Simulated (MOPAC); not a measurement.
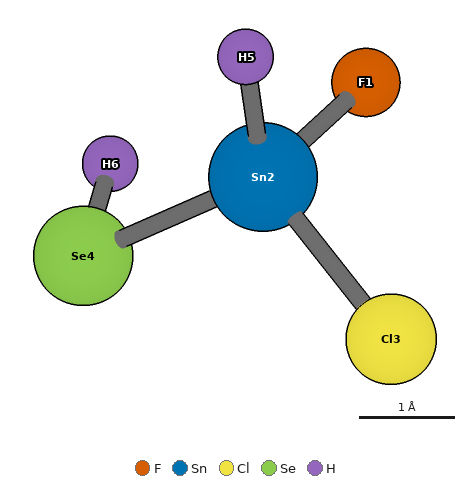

**Figure 1.** The input geometry (ball-and-stick view, seen at a tilt; atoms are numbered from 1 in the order of the input). Sticks mark near contacts.

# Run report: SnH2SeClF, geometry relaxation (part 1 of 3)

SnH2SeClF, SMILES [F][SnH]([Cl])[SeH], computed with PM6-DH2X, closed shell, dispersion DH2X, in an applied electric field (MOPAC 23.2.5).

The geometry comes from this level: GFN2-xTB.

### The program's output
```
MOPAC v23.2.5
PM6-DH2X CALCULATION RESULTS

 *  PM6-DH2X   - CORRECT DISPERSION, HALOGEN AND HYDROGEN BOND TERMS USING PM6-DH2X
 *  SINGLET    - SPIN STATE DEFINED AS A SINGLET
 *  FIELD      - AN EXTERNAL ELECTRIC FIELD IS TO BE USED
 *  EF         - USE EF ROUTINE FOR MINIMUM SEARCH
 *  THREADS=1  - MULTI-THREADING NOT USED
 *  CYCLES=    - DO A MAXIMUM OF 200 STEPS
 *  GNORM      - EXIT WHEN GRADIENT NORM DROPS BELOW 0.100
 *  AUX        - OUTPUT AUXILIARY INFORMATION
PM6-DH2X FIELD=(0,0,0.3) EF GNORM=0.1 CYCLES=200 SINGLET THREADS=1 AUX(PRECISION=6)

   ATOM   CHEMICAL          X               Y               Z
  NUMBER   SYMBOL      (ANGSTROMS)     (ANGSTROMS)     (ANGSTROMS)

     1       F         -0.44760000  *   0.17750000  *  -1.76510000  *
     2      Sn          0.44590000  *   0.38380000  *   0.00290000  *
     3      Cl          2.58130000  *  -0.42020000  *  -0.29780000  *
     4      Se         -0.94910000  *  -1.14570000  *   1.44220000  *
     5       H          0.40000000  *   2.14140000  *   0.13210000  *
     6       H         -2.03040000  *  -1.13680000  *   0.48570000  *

          CARTESIAN COORDINATES

    NO.       ATOM           X           Y           Z

     1         F         -0.4476      0.1775     -1.7651
     2        Sn          0.4459      0.3838      0.0029
     3        Cl          2.5813     -0.4202     -0.2978
     4        Se         -0.9491     -1.1457      1.4422
     5         H          0.4000      2.1414      0.1321
     6         H         -2.0304     -1.1368      0.4857

           Empirical Formula: H2 F Sn Cl Se  =     6 atoms

      MOLECULAR POINT GROUP   :   C1

 SINGLET STATE CALCULATION

      RHF CALCULATION, NO. OF DOUBLY OCCUPIED LEVELS = 13

          Geometry optimization using EF

          THE ELECTRIC FIELD IS   0.00000   0.00000   0.30000 VOLTS/ANGSTROM

          *********************************************
          *                                           *
          *                 WARNING                   *
          *                                           *
          *********************************************

          Dispersion parameters missing for Tin
          Dispersion parameters missing for Selenium

          *********************************************
          *                                           *
          *              END OF WARNING               *
          *                                           *
          *********************************************

          DIAGONAL MATRIX USED AS START HESSIAN
```

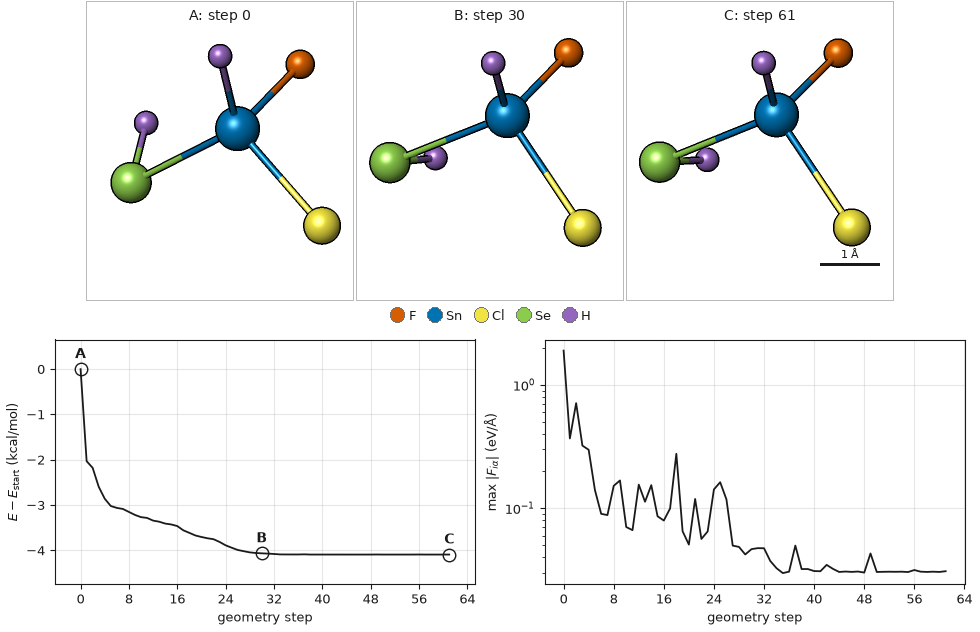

**Figure 2.** Frames of the relaxation (ball-and-stick view, seen at a tilt) above the curves, on which the letters mark them (steps are counted from 0).

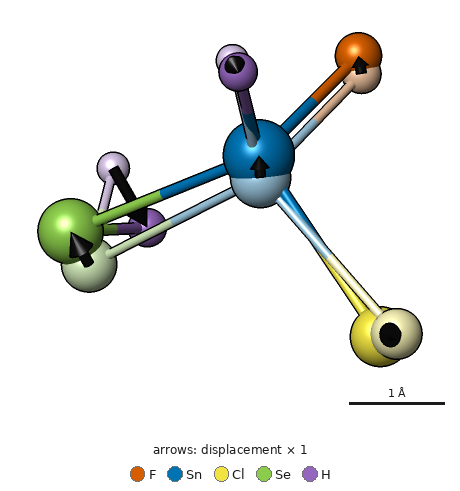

**Figure 3.** Start (faint) and end (solid) with the displacements as black arrows, at true length (ball-and-stick view, seen at a tilt). The two geometries are laid on each other by the best rigid fit. After 61 geometry steps the energy has fallen by 4.09 kcal/mol. Largest force component: 1.9 eV/Å at the start, 0.031 eV/Å at the end. The largest move after the best rigid fit is that of H6, 0.73 Å. By element the largest moves are H 0.73 Å, Se 0.42 Å, Cl 0.35 Å, Sn 0.24 Å, F 0.19 Å. Among the contacts that change: Sn2–H5 1.763 → 1.685 Å, Sn2–Cl3 2.301 → 2.332 Å, Se4–H6 1.444 → 1.474 Å, Sn2–Se4 2.521 → 2.547 Å. Among the angles that change: F1–Sn2–H5 99.0° → 110.5°, Cl3–Sn2–Se4 112.1° → 105.3°. (Atoms are counted from 1 in the order of the input.)

```
 CYCLE:     1 TIME:   0.008 TIME LEFT:  2.00D  GRAD.:    64.766 HEAT: -92.52586
 CYCLE:     2 TIME:   0.000 TIME LEFT:  2.00D  GRAD.:    18.448 HEAT: -94.55602
 CYCLE:     3 TIME:   0.008 TIME LEFT:  2.00D  GRAD.:    24.760 HEAT: -94.70390
 CYCLE:     4 TIME:   0.000 TIME LEFT:  2.00D  GRAD.:    13.147 HEAT: -95.12132
 CYCLE:     5 TIME:   0.000 TIME LEFT:  2.00D  GRAD.:    10.967 HEAT: -95.38519
 CYCLE:     6 TIME:   0.008 TIME LEFT:  2.00D  GRAD.:     7.329 HEAT: -95.54540
 CYCLE:     7 TIME:   0.000 TIME LEFT:  2.00D  GRAD.:     4.485 HEAT: -95.58695
 CYCLE:     8 TIME:   0.008 TIME LEFT:  2.00D  GRAD.:     4.686 HEAT: -95.61012
 CYCLE:     9 TIME:   0.000 TIME LEFT:  2.00D  GRAD.:     6.347 HEAT: -95.67609
 CYCLE:    10 TIME:   0.000 TIME LEFT:  2.00D  GRAD.:     5.927 HEAT: -95.74179
 CYCLE:    11 TIME:   0.008 TIME LEFT:  2.00D  GRAD.:     3.574 HEAT: -95.79101
 CYCLE:    12 TIME:   0.000 TIME LEFT:  2.00D  GRAD.:     3.329 HEAT: -95.80780
 CYCLE:    13 TIME:   0.008 TIME LEFT:  2.00D  GRAD.:     6.202 HEAT: -95.86703
 CYCLE:    14 TIME:   0.000 TIME LEFT:  2.00D  GRAD.:     4.812 HEAT: -95.89127
 CYCLE:    15 TIME:   0.008 TIME LEFT:  2.00D  GRAD.:     6.193 HEAT: -95.93268
 CYCLE:    16 TIME:   0.000 TIME LEFT:  2.00D  GRAD.:     4.243 HEAT: -95.95217
 CYCLE:    17 TIME:   0.000 TIME LEFT:  2.00D  GRAD.:     3.273 HEAT: -95.98734
 CYCLE:    18 TIME:   0.008 TIME LEFT:  2.00D  GRAD.:     4.086 HEAT: -96.08137
 CYCLE:    19 TIME:   0.000 TIME LEFT:  2.00D  GRAD.:    11.535 HEAT: -96.13774
 CYCLE:    20 TIME:   0.000 TIME LEFT:  2.00D  GRAD.:     2.769 HEAT: -96.19530
 CYCLE:    21 TIME:   0.008 TIME LEFT:  2.00D  GRAD.:     2.888 HEAT: -96.22856
 CYCLE:    22 TIME:   0.000 TIME LEFT:  2.00D  GRAD.:     5.081 HEAT: -96.25701
 CYCLE:    23 TIME:   0.008 TIME LEFT:  2.00D  GRAD.:     3.326 HEAT: -96.27765
 CYCLE:    24 TIME:   0.000 TIME LEFT:  2.00D  GRAD.:     3.424 HEAT: -96.33806
 CYCLE:    25 TIME:   0.008 TIME LEFT:  2.00D  GRAD.:     5.667 HEAT: -96.41231
 CYCLE:    26 TIME:   0.000 TIME LEFT:  2.00D  GRAD.:     7.371 HEAT: -96.46495
 CYCLE:    27 TIME:   0.008 TIME LEFT:  2.00D  GRAD.:     5.805 HEAT: -96.51501
 CYCLE:    28 TIME:   0.000 TIME LEFT:  2.00D  GRAD.:     2.647 HEAT: -96.54194
 CYCLE:    29 TIME:   0.008 TIME LEFT:  2.00D  GRAD.:     2.395 HEAT: -96.56835
 CYCLE:    30 TIME:   0.000 TIME LEFT:  2.00D  GRAD.:     2.136 HEAT: -96.58193
 CYCLE:    31 TIME:   0.008 TIME LEFT:  2.00D  GRAD.:     2.088 HEAT: -96.58945
 CYCLE:    32 TIME:   0.000 TIME LEFT:  2.00D  GRAD.:     2.226 HEAT: -96.59514
 CYCLE:    33 TIME:   0.008 TIME LEFT:  2.00D  GRAD.:     2.292 HEAT: -96.60350
 CYCLE:    34 TIME:   0.000 TIME LEFT:  2.00D  GRAD.:     1.547 HEAT: -96.61295
 CYCLE:    35 TIME:   0.008 TIME LEFT:  2.00D  GRAD.:     1.383 HEAT: -96.61411
 CYCLE:    36 TIME:   0.000 TIME LEFT:  2.00D  GRAD.:     1.384 HEAT: -96.61432
 CYCLE:    37 TIME:   0.000 TIME LEFT:  2.00D  GRAD.:     1.383 HEAT: -96.61456
 CYCLE:    38 TIME:   0.008 TIME LEFT:  2.00D  GRAD.:     2.028 HEAT: -96.61141
 CYCLE:    39 TIME:   0.000 TIME LEFT:  2.00D  GRAD.:     1.391 HEAT: -96.61596
 CYCLE:    40 TIME:   0.008 TIME LEFT:  2.00D  GRAD.:     1.358 HEAT: -96.61605
 CYCLE:    41 TIME:   0.000 TIME LEFT:  2.00D  GRAD.:     1.361 HEAT: -96.61608
 CYCLE:    42 TIME:   0.008 TIME LEFT:  2.00D  GRAD.:     1.381 HEAT: -96.61610
 CYCLE:    43 TIME:   0.000 TIME LEFT:  2.00D  GRAD.:     1.479 HEAT: -96.61614
 CYCLE:    44 TIME:   0.008 TIME LEFT:  2.00D  GRAD.:     1.345 HEAT: -96.61601
 CYCLE:    45 TIME:   0.000 TIME LEFT:  2.00D  GRAD.:     1.372 HEAT: -96.61623
 CYCLE:    46 TIME:   0.008 TIME LEFT:  2.00D  GRAD.:     1.372 HEAT: -96.61623
 CYCLE:    47 TIME:   0.000 TIME LEFT:  2.00D  GRAD.:     1.367 HEAT: -96.61624
 CYCLE:    48 TIME:   0.000 TIME LEFT:  2.00D  GRAD.:     1.378 HEAT: -96.61623
 CYCLE:    49 TIME:   0.008 TIME LEFT:  2.00D  GRAD.:     1.349 HEAT: -96.61621
 CYCLE:    50 TIME:   0.008 TIME LEFT:  2.00D  GRAD.:     1.844 HEAT: -96.61484
 CYCLE:    51 TIME:   0.000 TIME LEFT:  2.00D  GRAD.:     1.365 HEAT: -96.61623
 CYCLE:    52 TIME:   0.008 TIME LEFT:  2.00D  GRAD.:     1.371 HEAT: -96.61623
 CYCLE:    53 TIME:   0.000 TIME LEFT:  2.00D  GRAD.:     1.370 HEAT: -96.61624
 CYCLE:    54 TIME:   0.008 TIME LEFT:  2.00D  GRAD.:     1.371 HEAT: -96.61623
 CYCLE:    55 TIME:   0.000 TIME LEFT:  2.00D  GRAD.:     1.369 HEAT: -96.61623
 CYCLE:    56 TIME:   0.008 TIME LEFT:  2.00D  GRAD.:     1.379 HEAT: -96.61620
 CYCLE:    57 TIME:   0.000 TIME LEFT:  2.00D  GRAD.:     1.403 HEAT: -96.61503
 CYCLE:    58 TIME:   0.008 TIME LEFT:  2.00D  GRAD.:     1.375 HEAT: -96.61623
 CYCLE:    59 TIME:   0.000 TIME LEFT:  2.00D  GRAD.:     1.371 HEAT: -96.61622
 CYCLE:    60 TIME:   0.008 TIME LEFT:  2.00D  GRAD.:     1.369 HEAT: -96.61623
 CYCLE:    61 TIME:   0.000 TIME LEFT:  2.00D  GRAD.:     1.372 HEAT: -96.61621
 CYCLE:    62 TIME:   0.008 TIME LEFT:  2.00D  GRAD.:     1.358 HEAT: -96.61595

 HEAT OF FORMATION IS ESSENTIALLY STATIONARY

 -------------------------------------------------------------------------------
 PM6-DH2X FIELD=(0,0,0.3) EF GNORM=0.1 CYCLES=200 SINGLET THREADS=1 AUX(PRECISION=6)

     GEOMETRY OPTIMISED USING EIGENVECTOR FOLLOWING (EF).
     SCF FIELD WAS ACHIEVED

                              PM6-DH2X CALCULATION

          FINAL HEAT OF FORMATION =        -96.61595 KCAL/MOL =    -404.24115 KJ/MOL

          COSMO AREA              =        138.94 SQUARE ANGSTROMS
          COSMO VOLUME            =        133.75 CUBIC ANGSTROMS

          GRADIENT NORM           =          1.35802          =       0.55441 PER ATOM
          IONIZATION POTENTIAL    =          9.631194 EV
          HOMO LUMO ENERGIES (EV) =         -9.631 -1.826
          NO. OF FILLED LEVELS    =         13
          MOLECULAR WEIGHT        =        254.1172         POINT GROUP:  C1

          MOLECULAR DIMENSIONS (Angstroms)

            Atom       Atom       Distance
            H     6    H     5     4.46202
           Cl     3    F     1     3.38351
            F     1   Se     4     2.85449

          SCF CALCULATIONS        =         65

          WALL-CLOCK TIME         =      0.234 SECONDS
          COMPUTATION TIME        =      0.167 SECONDS

   ATOM   CHEMICAL          X               Y               Z
  NUMBER   SYMBOL      (ANGSTROMS)     (ANGSTROMS)     (ANGSTROMS)

     1       F         -0.46347661  *   0.24113863  *  -1.78897422  *
     2      Sn          0.40725121  *   0.46585760  *  -0.03222979  *
     3      Cl          2.49199303  *  -0.55507763  *  -0.25964223  *
     4      Se         -0.94088509  *  -1.08989822  *   1.46731549  *
     5       H          0.58559294  *   2.10071185  *   0.33272565  *
     6       H         -1.27070075  *  -1.95683491  *   0.32133818  *

                             CARTESIAN COORDINATES

   1    F       -0.463476611     0.241138631    -1.788974221
   2   Sn        0.407251205     0.465857604    -0.032229789
   3   Cl        2.491993034    -0.555077627    -0.259642232
   4   Se       -0.940885088    -1.089898216     1.467315488
   5    H        0.585592938     2.100711854     0.332725654
   6    H       -1.270700752    -1.956834909     0.321338183

           Empirical Formula: H2 F Sn Cl Se  =     6 atoms

      MOLECULAR POINT GROUP   :   C1

                  EIGENVALUES
 -38.22616 -26.85566 -24.66481 -18.01536 -15.03680 -14.77752 -14.57440 -13.52158
 -13.19379 -12.47736 -11.49318 -11.17851  -9.63119  -1.82592   0.03790   0.67393
   1.39418   2.33894  91.17121  91.41193  91.44152  92.26958  92.26982

              NET ATOMIC CHARGES AND DIPOLE CONTRIBUTIONS

  ATOM NO.   TYPE          CHARGE      No. of ELECS.   s-Pop       p-Pop       d-Pop
    1          F          -0.473454        7.4735     1.97880     5.49465
    2         Sn           1.058946        2.9411     1.22361     1.71745
    3         Cl          -0.405124        7.4051     1.99695     5.40622     0.00195
    4         Se          -0.279637        6.2796     1.99144     4.28820
    5          H          -0.015318        1.0153     1.01532
    6          H           0.114586        0.8854     0.88541
 DIPOLE           X         Y         Z       TOTAL
 POINT-CHG.    -1.202     3.134     2.591     4.240
 HYBRID         0.240    -0.705    -1.161     1.379
 SUM           -0.963     2.429     1.430     2.979

          ATOMIC ORBITAL ELECTRON POPULATIONS

     Atom    s        px        py        pz      x^2-y^2     xz        z^2       yz        xy
    1  F   1.97880   1.88824   1.98507   1.62134
    2 Sn   1.22361   0.50950   0.71287   0.49508
    3 Cl   1.99695   1.54639   1.88704   1.97280   0.00059   0.00033   0.00028   0.00007   0.00068
    4 Se   1.99144   1.72219   1.44955   1.11645
    5  H   1.01532
    6  H   0.88541

 *                    *
 * JOB ENDED NORMALLY *
 *                    *

 TOTAL JOB TIME:             0.24 SECONDS

 == MOPAC DONE ==
```

### Trajectory as extended XYZ (Å, eV, eV/Å), 62 frames, from step=0 to step=61
```
6
Properties=species:S:1:pos:R:3:forces:R:3 step=0 energy=-4.01230
F    -0.4476    0.1775   -1.7651    0.0872  -0.1358   0.1928
Sn    0.4459    0.3838    0.0029   -0.4151   1.8950  -0.7722
Cl    2.5813   -0.4202   -0.2978    0.2491  -0.1390   0.1140
Se   -0.9491   -1.1457    1.4422    0.3610  -0.2638   0.8729
H     0.4000    2.1414    0.1321    0.1749  -1.3660   0.1280
H    -2.0304   -1.1368    0.4857   -0.4571   0.0095  -0.5355
6
Properties=species:S:1:pos:R:3:forces:R:3 step=1 energy=-4.10034
F    -0.4431    0.1771   -1.7565   -0.1651  -0.1841  -0.3044
Sn    0.4427    0.4184   -0.0201   -0.2669  -0.0022   0.1740
Cl    2.5857   -0.4424   -0.2866   -0.0362   0.0040   0.1383
Se   -0.9499   -1.1687    1.4606    0.2052   0.3682  -0.2909
H     0.4043    2.1022    0.1410    0.1460  -0.1268   0.2020
H    -2.0388   -1.1365    0.4601    0.1169  -0.0590   0.0811
6
Properties=species:S:1:pos:R:3:forces:R:3 step=2 energy=-4.10675
F    -0.4478    0.1674   -1.7803    0.1558  -0.0548   0.3741
Sn    0.4369    0.4222   -0.0070   -0.2976  -0.3960  -0.7114
Cl    2.5857   -0.4487   -0.2877   -0.1623   0.0654   0.1637
Se   -0.9410   -1.1623    1.4536    0.0796   0.1672  -0.0569
H     0.4083    2.0876    0.1654    0.1330   0.2594   0.2092
H    -2.0378   -1.1395    0.4648    0.0914  -0.0412   0.0213
6
Properties=species:S:1:pos:R:3:forces:R:3 step=3 energy=-4.12485
F    -0.4504    0.1665   -1.7633   -0.0665  -0.0948  -0.1253
Sn    0.4296    0.4161   -0.0159    0.0958   0.1146  -0.3220
Cl    2.5831   -0.4506   -0.2775   -0.1488   0.0595   0.1407
Se   -0.9301   -1.1525    1.4432   -0.0002  -0.0802   0.2709
H     0.4143    2.0851    0.2107    0.1315   0.0267   0.1301
H    -2.0346   -1.1428    0.4734   -0.0119  -0.0257  -0.0944
6
Properties=species:S:1:pos:R:3:forces:R:3 step=4 energy=-4.13629
F    -0.4554    0.1714   -1.7710   -0.0797  -0.0752  -0.1675
Sn    0.4292    0.4166   -0.0291    0.0027   0.2979  -0.0379
Cl    2.5767   -0.4534   -0.2646   -0.0595   0.0280   0.0998
Se   -0.9240   -1.1534    1.4488   -0.0905  -0.0038   0.0426
H     0.4223    2.0863    0.2628    0.1173  -0.2045   0.0214
H    -2.0325   -1.1454    0.4716    0.1097  -0.0424   0.0416
```
